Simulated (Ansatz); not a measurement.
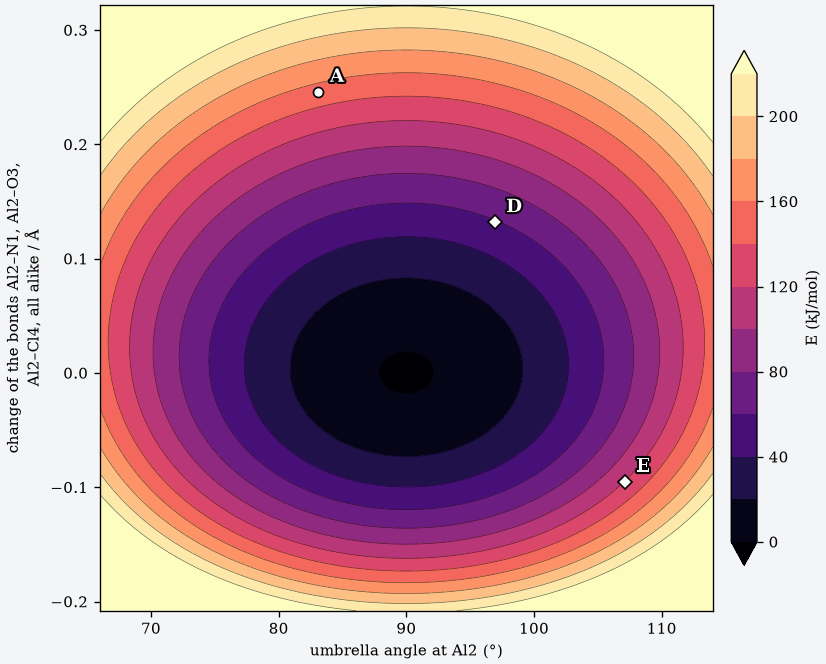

AlClH₂NO, SMILES [NH2][Al]([O-])[Cl], charge −1. First axis: umbrella angle at Al2 (between each of its bonds and their common axis; 90 is planar). Second axis: change of the bonds Al2–N1, Al2–O3, Al2–Cl4, all alike. Nothing is relaxed (all other coordinates rigid). Grid: 15 × 15 points; 120 points were computed and 105 follow by symmetry. Points are written as (first, second). Energies are in kJ/mol, from the lowest grid point. These are results of RKS PBE0-D4/def2-SVPD in Ansatz 0.2.0, not measurements.

Drawn: filled contours, one colour for all values above the top of the scale, lettered points. Between grid points the surface is interpolated.

Is A the lowest point of the computed grid?

Answer. No. A lies 153 kJ/mol above the lowest grid point, which is at (90.0°, 0.019 Å).

What kind of point is each of A, D, E: minimum, saddle, maximum or slope?

Answer. A: on a slope; D: on a slope; E: on a slope. (In these two coordinates alone; a stationary point may lie a little off the grid point.)

Rank the lettered points by energy, lowest first.

Answer. D (59 kJ/mol), E (120 kJ/mol), A (153 kJ/mol).
